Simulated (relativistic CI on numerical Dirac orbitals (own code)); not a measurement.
## Ag³⁺: relativistic CI calculation

System: Ag³⁺.
Method: Dirac-Coulomb-Breit CI, KLI orbitals optimised for each configuration, model QED (radiative potential, 1s self-energy scaled to tabulated hydrogen-like ionisation energies), valence Slater integrals scaled by 0.8, multiplet model of photoemission in the sudden approximation (relativistic CI on numerical Dirac orbitals, in-house).

### Key numbers

```tsv
quantity	value
outcome	converged
hardware	1 CPU thread, shared host
```

### Remarks

To bear in mind: free-ion energies without screening by ligands, so binding energies differ from solids by tens of eV; the exchange splitting of an s hole is too large without intra-shell correlation.

### Input file
```
atom Ag  Z=47  charge=3  electrons=44
nucleus A=107  rms_radius_fm=4.5454
hamiltonian dirac-coulomb  breit=on  qed=on  c_scale=1
orbitals kli  potential=per-configuration
slater_scale 0.8
correlation none
mixing on
configurations
  [Kr] 4d8
  [Ar] 3d10 4s 4p6 4d8
end
photoemission 4s T=80 lorentz=2.8 gauss=0.6
crystal_field free
```

The program writes its results to a structured record and prints no log; tables and figures of this report are taken from that record.

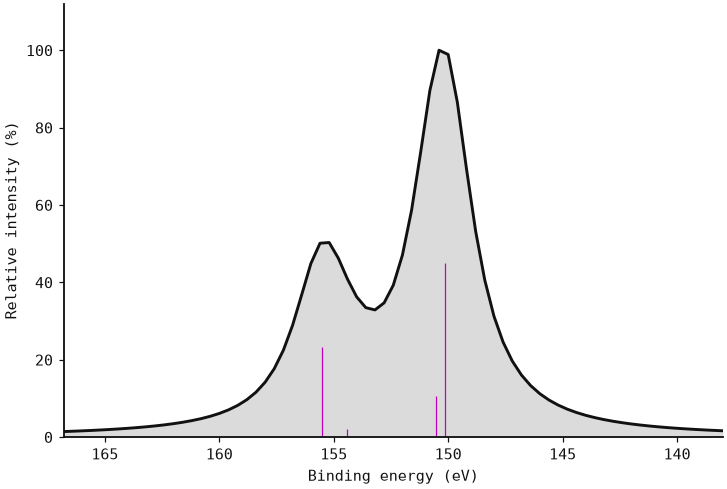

*4s photoemission of Ag³⁺ (silver, Z = 47), [Kr] 4d⁸, in no crystal field (free ion). Sticks are the strongest transitions, on a scale of their own. Multiplet model: relativistic Dirac–Coulomb–Breit theory, one configuration a step, Slater integrals scaled by 0.8, 80 K, Voigt broadening (Lorentzian 2.8 eV, Gaussian 0.6 eV full widths), computed with a radial Dirac CI code.*

The main maxima lie at 150.2 eV (100) and 155.4 eV (50), heights in % of the largest; the centroid is at 151.9 eV. The ground state has S = 0.99.
